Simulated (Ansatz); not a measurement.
**Profile along the I–Na line in NaI (rock salt)**

NaI (rock salt)

```xyz
2
Lattice="0.0000 3.2013 3.2013 3.2013 0.0000 3.2013 3.2013 3.2013 0.0000" Properties=species:S:1:pos:R:3 pbc="T T T"
I      0.0000     0.0000     0.0000
Na     3.2013     3.2013     3.2013
```

Fields along a shortest I–Na line of a {100} plane (3.20 Å), from I to Na, interpolated on the slice's grid (step about 0.2 Å). The numbers are results of PBEsol (plane waves to 420 eV, PAW, scalar-relativistic; Ansatz, a first-principles code), not measurements. k mesh 9×9×9. Inside the PAW spheres the values are not all-electron values, and peaks at nuclei hang on which shells count as valence. NaI was relaxed with its symmetry unable to fall. Spin-orbit coupling is left out, though I is heavy.

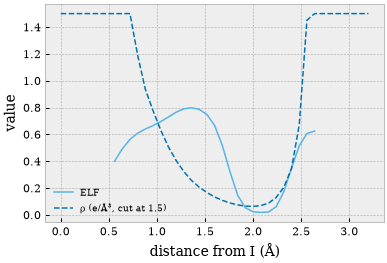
Fig. 1. ELF (away from the nuclei) and valence density from I to Na.

Density on the I–Na line (3.20 Å) at its density minimum, 2.0 Å from I: 0.06 e/Å³. ELF at that point: 0.0. ELF maximum in the middle third of the I–Na line: 0.80, 1.4 Å from I.
